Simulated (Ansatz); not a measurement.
VCrC6N6, 56 atoms, a = 10.36 Å, b = 10.36 Å, c = 10.36 Å, α = 90.00°, β = 90.00°, γ = 90.00°.

Space group Fm-3m; a structure generated by program, which may or may not match a known phase; spin-polarised.

Level of theory: DFT PBE, scalar-relativistic, plane waves, PAW (Ansatz).

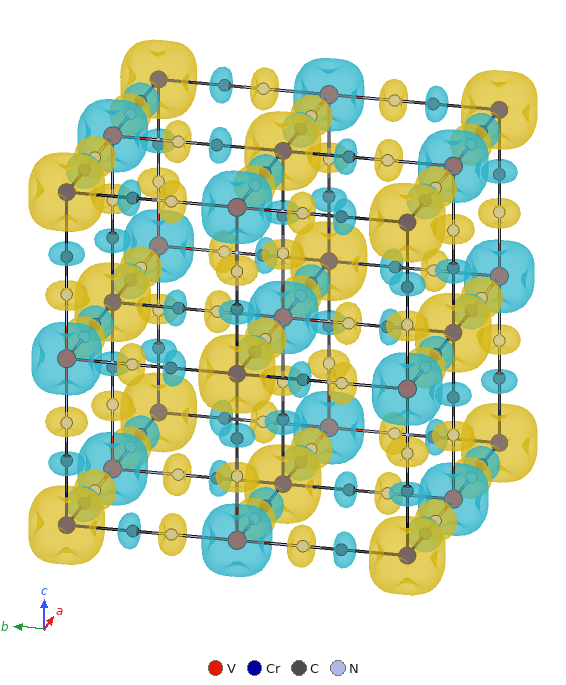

VCrC6N6. Isosurfaces of the spin density (up minus down) at +0.05 (yellow) and −0.05 e/Å³ (cyan), seen at an oblique angle. Sticks mark near contacts.

**Describe the spin distribution.**

The spin density sits on V: −1.1 μB (×4); Cr: +1.9 μB (×4) in one cell of 56 atoms, with smaller moments on other sites: N (up to +0.05 μB): ferrimagnetic (opposed moments on unlike sites) in this solution. The cell of the calculation (14 atoms) carries 1.0 μB of net spin moment.
